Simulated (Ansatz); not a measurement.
## PbO2 (PbO2, Fm-3m): Grüneisen parameters

Aim: how the phonons of PbO2 (PbO2, Fm-3m) shift with volume, and the thermal expansion that follows.

Main program and level: Ansatz 0.2.0; DFT PBEsol, scalar-relativistic, plane waves, PAW; PAW set soft_1.

The database entry behind the starting cell lists a pressure of 16.0 GPa, so it need not match the best structure at ambient conditions.

## 1. The starting structure

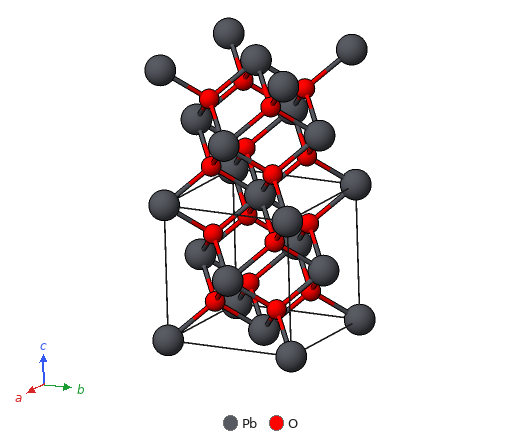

Start, viewed slightly off an axis; lead dark grey, oxygen red. 1×1×2 cells are drawn. This picture shows the conventional cell, with its axes. Some periodic images of atoms are drawn too.

## 2. Phonons on a q mesh

The cell comes from relaxations at this level that are not shown. Stability and thermal properties need the whole zone. Linear response on a 4×4×4 q mesh gives force constants as far as a supercell of that size would.

File input.yaml:

```yaml
crystal:
  lattice:
    - [0.0, 2.6644545098, 2.6644545098]
    - [2.6644545098, 0.0, 2.6644545098]
    - [2.6644545098, 2.6644545098, 0.0]
  atoms:
    - { symbol: Pb, position: [0.0, 0.0, 0.0] }
    - { symbol: O, position: [0.25, 0.25, 0.25] }
    - { symbol: O, position: [0.75, 0.75, 0.75] }
kpoints:
  mp_grid: { grid: [16, 16, 16] }
hamiltonian:
  xc: pbesol
  pseudopotentials: { kind: paw, azcp: { folder: soft_1 }, xc_functional: pbe }
scf:
  occupations: { method: methfessel_paxton, width: 0.2 }
output:
  eigenvalues: true
phonons:
  method: dfpt
  qmesh: [4, 4, 4]
  temperatures: { t_max: 1000, t_step: 50 }
  qpath:
    path:
      - [[0.0, 0.0, 0.0], [0.5, 0.0, 0.5], [0.625, 0.25, 0.625]]
      - [[0.375, 0.375, 0.75], [0.0, 0.0, 0.0], [0.5, 0.5, 0.5], [0.5, 0.25, 0.75], [0.5, 0.0, 0.5]]
    npoints: 10
```

Started as:

```bash
> ansatz run input.yaml --threads 4 --pin off --max-ram 10240MiB --backend cpu --events-out ev --progress --plain --runs-dir out
```

Numbers of over 12 decimals in the logs are rounded to 6 here.

What it wrote:

```text
Warning: phonons: the dynamical matrix that this run interpolates holds no multipole term above the dipole-dipole one, and a site of this crystal is no centre of inversion, so its interpolated transverse optical and acoustic branches and sound speeds can stay off near Gamma, and the density of states and the thermodynamics with them. What a run solves at a wave vector of phonons.qpoints, Gamma apart, where the deck admits one, is free of this, and under fd what a larger phonons.supercell samples
Engine: ansatz 0.2.0, aarch64-unknown-linux-gnu
Pseudopotentials: kind: paw
Pseudopotential: Pb, paw, valence charge 14, recommended cutoff 420 eV (normal), soft_1/Pb.paw.azcp
Pseudopotential: O, paw, valence charge 6, recommended cutoff 420 eV (normal), soft_1/O.paw.azcp
Functional definition: PBEsol
  exchange = pbesol_x
  correlation = pbesol_c
Crystal: 3 atoms, lattice volume = 37.832 Å³
Basis set: ecut = 420 eV, 725 PW (Γ), exchange–correlation on 54×54×54 points (8 copies of the dense FFT grid, shifted against one another)
Bands: 17, of which v1, the nominal top of the filled ones, is band 13 counted from 1 (12 counted from 0)
Symmetry: 48 space group operations
k-points: 145 of 4096
Non-local potential: Pb, projectors of the file, l = 0: 2, l = 1: 2, l = 2: 2, l = 3: 1
Non-local potential: O, projectors of the file, l = 0: 2, l = 1: 2, l = 2: 1
PAW form: soft (Blöchl's): semilocal exchange-correlation on the pseudo side does not see the compensation charge
PAW frozen core: Pb, regenerated for the run's functional, and the local potential with it (the file was generated under x = pbe(κ = 0.804, μ = 0.219515), c = pbe(β = 0.066725))
PAW frozen core: O, regenerated for the run's functional, and the local potential with it (the file was generated under x = pbe(κ = 0.804, μ = 0.219515), c = pbe(β = 0.066725))
PAW one-centre angular grid: Pb, 590 points (default); XC on 64 Gauss nodes
PAW one-centre angular grid: O, 110 points (default); XC on 64 Gauss nodes
Initial density: superposition of atomic densities (chi_scale 0.1, normalization cell, long waves kept (reshape's long-wave potential 0.00 eV rms))
Initial wavefunctions: pseudopotential atomic-orbital guess
Functional: x = pbesol(κ = 0.804, μ = 0.123457), c = pbesol(β = 0.046)
SCF iter   1: F=—  HF=-12876.463689 eV  |F-HF|=—  |Δ(HF+E_count)|=         —  Δρ=6.71e-2  dr2=1.49e0  ethr=3.10e-3  ⟨swp⟩=6.0  Hψ=12856  notcnv=0
preconditioner: auto → Kerker (q_TF=auto, 2.563 Å⁻¹)  [metal: Δε(μ)=0.015 eV  Ē_g=17.117 eV  σ=0.200 eV  W_gap=0.06  n_scr=14 (ndim 8)  ℏωp=30.8 eV  f_vac=0.002  D(μ)=0.52/eV (n_scr^D=0)]
SCF iter   2: F=—  HF=-12876.253056 eV  |F-HF|=—  |Δ(HF+E_count)|=   2.11e-1  S|Δr|=    0.00e0  Δρ=4.04e-2  dr2=5.56e-1  ethr=3.10e-3  ⟨swp⟩=2.0  Hψ=4161  notcnv=0
SCF iter   3: F=—  HF=-12876.101859 eV  |F-HF|=—  |Δ(HF+E_count)|=   1.51e-1  S|Δr|=    0.00e0  Δρ=5.98e-3  dr2=1.76e-2  ethr=2.14e-3  ⟨swp⟩=2.9  Hψ=4672  notcnv=0
SCF iter   4: F=—  HF=-12876.107103 eV  |F-HF|=—  |Δ(HF+E_count)|=   5.24e-3  S|Δr|=    0.00e0  Δρ=2.16e-3  dr2=2.92e-3  ethr=6.77e-5  ⟨swp⟩=1.2  Hψ=3711  notcnv=0
SCF iter   5: F=—  HF=-12876.109285 eV  |F-HF|=—  |Δ(HF+E_count)|=   2.18e-3  S|Δr|=    0.00e0  Δρ=6.41e-4  dr2=2.46e-4  ethr=1.12e-5  ⟨swp⟩=2.1  Hψ=3317  notcnv=0
SCF iter   6: F=—  HF=-12876.109653 eV  |F-HF|=—  |Δ(HF+E_count)|=   3.67e-4  S|Δr|=    0.00e0  Δρ=1.79e-4  dr2=1.29e-5  ethr=9.45e-7  ⟨swp⟩=2.1  Hψ=3360  notcnv=0
SCF iter   7: F=—  HF=-12876.109668 eV  |F-HF|=—  |Δ(HF+E_count)|=   1.55e-5  S|Δr|=    0.00e0  Δρ=5.05e-5  dr2=5.70e-7  ethr=4.97e-8  ⟨swp⟩=2.0  Hψ=4342  notcnv=0
SCF iter   8: F=—  HF=-12876.109668 eV  |F-HF|=—  |Δ(HF+E_count)|=   8.82e-8  S|Δr|=    0.00e0  Δρ=1.22e-5  dr2=5.99e-8  ethr=2.19e-9  ⟨swp⟩=2.0  Hψ=4147  notcnv=0
SCF iter   9: F=—  HF=-12876.109668 eV  |F-HF|=—  |Δ(HF+E_count)|=   1.88e-8  S|Δr|=    0.00e0  Δρ=3.07e-6  dr2=2.34e-9  ethr=2.31e-10  ⟨swp⟩=2.6  Hψ=4688  notcnv=0
SCF iter  10: F=—  HF=-12876.109668 eV  |F-HF|=—  |Δ(HF+E_count)|=   3.64e-9  S|Δr|=    0.00e0  Δρ=3.68e-7  dr2=3.91e-11  ethr=9.00e-12  ⟨swp⟩=2.3  Hψ=4339  notcnv=0
SCF iter  11: F=-12876.109668 eV  HF=-12876.109668 eV  |F-HF|=2.55e-11  |Δ(HF+E_count)|=  1.46e-10  S|Δr|=    0.00e0  Δρ=9.33e-8  dr2=1.76e-12  ethr=1.00e-12  ⟨swp⟩=8.4  Hψ=14291  notcnv=0
SCF 1 converged in 11 iterations: F = -12876.109668 eV  dr2 = 1.76e-12
  greatest PAW one-centre occupation: 0.986 electrons in one spin orbital (limit 2), on the Pb atom at site 0 (counted from 0), in its partial waves of l = 2
Initial density: read from a saved state, or passed on in memory by an earlier SCF of this step, an earlier step, the calling program or the single point that the run made first
iter 1 solved again at ethr=1.99e-8 eV; its pass at ethr=3.10e-3 eV (dr2=5.17e-6 eV) is discarded
SCF iter   1: F=—  HF=-12876.109668 eV  |F-HF|=—  |Δ(HF+E_count)|=         —  Δρ=7.37e-7  dr2=1.59e-10  ethr=1.99e-8  ⟨swp⟩=4.5  Hψ=21585  notcnv=0
eigensolver tolerance schedule: the retry pair's looser diagonalisation over-reported the residual by 32543.89 of it (diagonalisation noise at 0.26 of the residual, at the tolerance the schedule requests for it); recorded, not acted on — ethr = c·dr2/N_el stays at c = 1.0e-1
preconditioner: auto → Kerker (q_TF=auto, 2.563 Å⁻¹)  [metal: Δε(μ)=0.013 eV  Ē_g=16.902 eV  σ=0.200 eV  W_gap=0.06  n_scr=14 (ndim 8)  ℏωp=30.8 eV  f_vac=0.050  D(μ)=0.65/eV (n_scr^D=0)]
SCF iter   2: F=—  HF=-12876.109668 eV  |F-HF|=—  |Δ(HF+E_count)|=   3.74e-7  S|Δr|=    0.00e0  Δρ=6.22e-7  dr2=1.03e-10  ethr=1.00e-12  ⟨swp⟩=4.2  Hψ=6752  notcnv=0
SCF iter   3: F=—  HF=-12876.109668 eV  |F-HF|=—  |Δ(HF+E_count)|=  1.64e-11  S|Δr|=    0.00e0  Δρ=3.24e-7  dr2=2.79e-11  ethr=1.00e-12  ⟨swp⟩=1.0  Hψ=2465  notcnv=0
SCF iter   4: F=-12876.109668 eV  HF=-12876.109668 eV  |F-HF|=5.46e-12  |Δ(HF+E_count)|=  5.46e-12  S|Δr|=    0.00e0  Δρ=1.10e-7  dr2=3.23e-12  ethr=1.00e-12  ⟨swp⟩=3.1  Hψ=8239  notcnv=0
SCF 2 converged in 4 iterations: F = -12876.109668 eV  dr2 = 3.23e-12
phonons: the bands overlap, so this run is a metal and interpolates without the dipole-dipole term. If the crystal is really an insulator or semiconductor, its LO-TO splitting is missing
NSCF: frozen V_eff on 145 k-points
NSCF: frozen V_eff on 349 k-points
DFPT response loops at q = (0, 0, 0) (fractional): preconditioner auto → Kerker (q_TF=auto, 2.563 Å⁻¹) (partly filled bands, converged f_vac=0.050); β = 1.00, the filter's whole step (`scf.mixing.beta` (0.50) is not read by the response loops under this deck's `scf.mixing.preconditioner`; to damp them name `kerker` or `kerker_dos`, under which they read `scf.mixing.beta`, and type it under 1.00, their step now; both keys bind the ground state too); Broyden in place of MSR1
NSCF: frozen V_eff on 4352 k-points
DFPT response loops at q = (0, 0, 0.25) (fractional): mixed as the last ones told, above
NSCF: frozen V_eff on 2196 k-points
DFPT response loops at q = (0, 0, -0.5) (fractional): mixed as the last ones told, above
NSCF: frozen V_eff on 2320 k-points
DFPT response loops at q = (0, 0.25, 0.25) (fractional): mixed as the last ones told, above
NSCF: frozen V_eff on 8192 k-points
DFPT response loops at q = (0, 0.25, -0.5) (fractional): mixed as the last ones told, above
NSCF: frozen V_eff on 4352 k-points
DFPT response loops at q = (0, 0.25, -0.25) (fractional): mixed as the last ones told, above
NSCF: frozen V_eff on 1242 k-points
DFPT response loops at q = (0, -0.5, -0.5) (fractional): mixed as the last ones told, above
NSCF: frozen V_eff on 2320 k-points
DFPT response loops at q = (0.25, -0.5, -0.25) (fractional): mixed as the last ones told, above
SCF converged after 11 iterations
Stability not checked: this state was not tested for a lower state beside it, because cold or Methfessel-Paxton smearing, or corrected tetrahedra, fill the levels in a way that the test cannot read (fill_not_monotonic; see scf.lower_state_search)
Free energy (F): -12876.109668 eV
Harris-Foulkes:  -12876.109668 eV  (|F-HF|=2.55e-11)
Internal energy: -12876.113667 eV  (E = F + TS)
E sigma→0 (E₀):  -12876.110668 eV
Entropy (-TS):   0.003999 eV (1.333 meV/atom)
Fermi energy:    10.316335 eV
--- Per-component energies (eV) ---
  E_band       = 10.854545
  E_kinetic    = 630.169032
  E_local      = -1424.573543  (includes V_loc(G=0)·N_el)
  E_nonlocal   = 420.106466
  E_hartree    = 536.917956
  E_xc         = -339.737199
  E_vxc        = -312.974958  (∫ρ·V_xc dr)
  E_paw        = -10568.932617  (= ΣΔE_a)
  E_vpaw       = -375.709879  (= ΣTr[D̂ρ^β])
  E_aug_tail   = 0.001506  (compensation charges beyond the density's cutoff)
  E_ewald      = -2130.198013
  E_core_change = 0.132746  (= ΣΔE_core)
  E_smearing   = 0.003999  (= −TS)
  E_closure    = 0.000000  (closes the sum)
  Σ components = -12876.109668   (vs F -12876.109668, Δ=0.00e0)
--- Band table (eV; the first three rows and the last of 145) ---
  k-point 0: bands = [... 9 lower, 8.2828, 8.2828, 9.0344, 9.0344, 9.0344, 17.3128, 17.3128, 17.3128]
  k-point 1: bands = [... 9 lower, 8.2418, 8.2418, 9.0304, 9.0304, 9.5626, 17.2046, 17.4013, 17.4013]
  k-point 2: bands = [... 9 lower, 8.1294, 8.1294, 9.0162, 9.0162, 10.3742, 16.9998, 17.6569, 17.6569]
  k-point 144: bands = [... 9 lower, 7.6072, 7.6072, 9.8958, 10.3560, 12.7806, 19.0910, 19.0910, 19.3383]
--- Phonons (Γ-DFPT): 2 representative perturbations + reference (Σ response iterations 7) ---
  ASR residual: 2.845e-5 → 0.000e0 eV/Å²; symmetrization residual: 3.245e-6 eV/Å²
  ASR residual per site (eV/Å²): 6.17e-6 2.84e-5 2.84e-5
  Γ frequencies (cm⁻¹): 0.00 0.00 0.00 263.89 263.89 263.89 431.57 431.57 431.57
--- Phonons (arbitrary-q DFPT): 8 irreducible q on the 4×4×4 mesh ---
  q = [0.0000, 0.0000, 0.0000] (star 1, of the zone-centre solve; hermiticity 8.95e-7, symmetrization 1.17e-12): -0.00 -0.00 -0.00 263.89 263.89 263.89 431.57 431.57 431.57
  q = [0.0000, 0.0000, 0.2500] (star 8, 2 solved perturbations on 2176 of 4096 k-point pairs; hermiticity 4.11e-7, symmetrization 6.34e-13): 64.03 64.03 100.45 304.01 304.01 399.31 418.06 418.06 435.68
  q = [0.0000, 0.0000, -0.5000] (star 4, 2 solved perturbations on 1098 of 4096 k-point pairs; hermiticity 9.18e-8, symmetrization 2.66e-13): 80.91 80.91 152.24 370.50 370.50 376.75 376.75 431.88 435.97
  q = [0.0000, 0.2500, 0.2500] (star 6, 4 solved perturbations in 3616 linear systems a pass and spin channel, the states on 1160 of 4096 k-point pairs; hermiticity 1.43e-7, symmetrization 4.58e-14): 17.91 17.91 132.79 203.44 203.44 291.42 465.65 465.65 471.48
  q = [0.0000, 0.2500, -0.5000] (star 24, 4 solved perturbations in 12544 linear systems a pass and spin channel, the states on 4096 of 4096 k-point pairs; hermiticity 4.85e-8, symmetrization 1.33e-13): 80.73 102.08 110.38 145.46 214.69 270.23 461.60 474.93 510.76
  q = [0.0000, 0.2500, -0.2500] (star 12, 4 solved perturbations in 6672 linear systems a pass and spin channel, the states on 2176 of 4096 k-point pairs; hermiticity 2.55e-7, symmetrization 3.49e-13): -38.79 82.19 132.90 143.82 325.57 363.85 406.89 457.16 495.39
  q = [0.0000, -0.5000, -0.5000] (star 3, 4 solved perturbations in 1940 linear systems a pass and spin channel, the states on 621 of 4096 k-point pairs; hermiticity 5.84e-8, symmetrization 5.67e-14): -229.04 -69.95 -69.95 92.87 92.87 177.98 489.46 489.46 538.52
  q = [0.2500, -0.5000, -0.2500] (star 6, 4 solved perturbations in 3498 linear systems a pass and spin channel, the states on 1160 of 4096 k-point pairs; hermiticity 2.95e-7, symmetrization 1.20e-13): -189.04 -148.99 95.33 134.27 134.27 385.40 385.40 514.48 518.71
  sum rule: each row above includes the acoustic sum rule's correction from the zone centre's row sums; it moved no ω² by more than (0.70 cm⁻¹)²
  mesh force constants: q→R imaginary residual 5.73e-18; ASR residual 2.845e-5 → 0.000e0 eV/Å²; symmetrization residual 8.882e-15 eV/Å²
  interpolated dispersion: 62 rows × 9 modes
  density of states and harmonic sums: on the 20×20×20 q-mesh, interpolated from the force constants of a 4×4×4 supercell (no non-analytic term)
  largest difference from the sums on the solved wave vectors: F 1.62e-2 eV, S 2.05e-5 and C_V 6.59e-6 eV/K
  zero-point energy: 0.146132 eV/cell   skipped modes (ω ≤ 0): 142, of them read as no rigid motion or as one in doubt: 139 (5.126e-1 modes/cell left out, lowest -229.04 cm⁻¹)   left out of the sums: 5.70e-2 of the cell's modes: C_V's classical limit lies that fraction below 3 k_B per atom; for a crystal, a wire or a layer, F and S can be off by more, and a phonons.interpolated_qmesh denser along its periods is the remedy for the sampling
```

It took 12 min on 4 threads of Arm Neoverse V1, shared host; peak memory 5.2 GiB; 48 min of CPU time.

Reading the cycles: dr2 is the Hartree energy of the density residual (eV), the measure of convergence; HF is the Harris–Foulkes estimate of the energy, which meets the free energy F at convergence.

Numbers from this step:

| Quantity | Value |
| --- | --- |
| volume per atom | 12.61 Å³ |
| gap on the k-mesh | 0 eV |
| sum-rule residual before enforcement | 2.84e-5 eV/Å² |
| lowest frequency on the path | -229.0 cm⁻¹ |
| point group | m-3m |
| highest frequency on the path or at a solved wavevector | 538.5 cm⁻¹ |
| highest optical mode at the zone centre (no LO-TO term) | 431.6 cm⁻¹ |
| lowest optical zone-centre mode | 263.9 cm⁻¹ |
| lowest mode on the q mesh (acoustic modes at Γ apart) | -229.0 cm⁻¹ |

Frequencies (cm⁻¹) solved at each irreducible wavevector; negative means imaginary. Frequencies by wavevector, by row:

| q in reciprocal lattice units | star | mode 1 | mode 2 | mode 3 | mode 4 | mode 5 | mode 6 | mode 7 | mode 8 | mode 9 |
| --- | --- | --- | --- | --- | --- | --- | --- | --- | --- | --- |
| 0 0 0 | 1 | 0 | 0 | 0 | 263.9 | 263.9 | 263.9 | 431.6 | 431.6 | 431.6 |
| 0 0 0.25 | 8 | 64 | 64 | 100.5 | 304 | 304 | 399.3 | 418.1 | 418.1 | 435.7 |
| 0 0 -0.5 | 4 | 80.9 | 80.9 | 152.2 | 370.5 | 370.5 | 376.8 | 376.8 | 431.9 | 436 |
| 0 0.25 0.25 | 6 | 17.9 | 17.9 | 132.8 | 203.4 | 203.4 | 291.4 | 465.6 | 465.6 | 471.5 |
| 0 0.25 -0.5 | 24 | 80.7 | 102.1 | 110.4 | 145.5 | 214.7 | 270.2 | 461.6 | 474.9 | 510.8 |
| 0 0.25 -0.25 | 12 | -38.8 | 82.2 | 132.9 | 143.8 | 325.6 | 363.9 | 406.9 | 457.2 | 495.4 |
| 0 -0.5 -0.5 | 3 | -229 | -70 | -70 | 92.9 | 92.9 | 178 | 489.5 | 489.5 | 538.5 |
| 0.25 -0.5 -0.25 | 6 | -189 | -149 | 95.3 | 134.3 | 134.3 | 385.4 | 385.4 | 514.5 | 518.7 |

Symmetry leaves 8 wavevectors to solve. The lowest mode among them, the acoustic zeros apart, lies at q = (0, -0.5, -0.5) and is imaginary, 229.0i cm⁻¹, so the energy falls along it.

## 3. Relaxing at another volume, volume ratio 0.97

The volume is scaled by 0.97 and held; symmetry leaves nothing to relax, so this is a single point. The modes can then be followed against volume.

input.yaml, the sections that differ from step 2:

```yaml
crystal:
  lattice:
    - [0.0, 2.6375389877, 2.6375389877]
    - [2.6375389877, 0.0, 2.6375389877]
    - [2.6375389877, 2.6375389877, 0.0]
  atoms:
    - { symbol: Pb, position: [0.0, 0.0, 0.0] }
    - { symbol: O, position: [0.25, 0.25, 0.25] }
    - { symbol: O, position: [0.75, 0.75, 0.75] }
output:
  forces: true
  stress: true
  eigenvalues: true
# kpoints, hamiltonian, scf: as in step 2
# phonons: removed
```

What it wrote:

```text
[...]
Crystal: 3 atoms, lattice volume = 36.697 Å³
Basis set: ecut = 420 eV, 725 PW (Γ), exchange–correlation on 50×50×50 points (8 copies of the dense FFT grid, shifted against one another)
Bands: 17, of which v1, the nominal top of the filled ones, is band 13 counted from 1 (12 counted from 0)
Symmetry: 48 space group operations
[...]
k-points: 145 of 4096
[...]
--- Band table (eV; the first three rows and the last of 145) ---
  k-point 0: bands = [... 9 lower, 8.7776, 8.7776, 9.5120, 9.5120, 9.5120, 17.9393, 17.9393, 17.9393]
  k-point 1: bands = [... 9 lower, 8.7322, 8.7322, 9.5101, 9.5101, 10.1386, 17.8290, 18.0320, 18.0320]
  k-point 2: bands = [... 9 lower, 8.6085, 8.6085, 9.5004, 9.5004, 11.0075, 17.6222, 18.3002, 18.3002]
  k-point 144: bands = [... 9 lower, 8.0537, 8.0537, 10.3994, 10.9047, 13.5079, 19.8894, 19.8894, 19.8939]
[key lines of the parts left out:]
SCF converged after 8 iterations
Free energy (F): -12876.092245 eV
Fermi energy:    10.870473 eV
P = ⅓ Tr σ = 5.0453 GPa (50.453 kbar)
```

Wall time 1.7 s (4 threads); peak memory 0.37 GiB.

This step gave:

```
pressure        : 5.045 GPa
volume per atom : 12.23 Å³
```

The run ends at a pressure of 5.05 GPa.

(Continued in part 2 of 2.)

[Logs are printed without paths, hosts, clocks, repeated set-up lines and the standing remarks that a program may print on its own settings, such as how far it seeks lower states.]

[Hosts, paths, dates, database ids (printed as entryN), source tags and the programs' standing remarks are cut or masked in the printed files.]
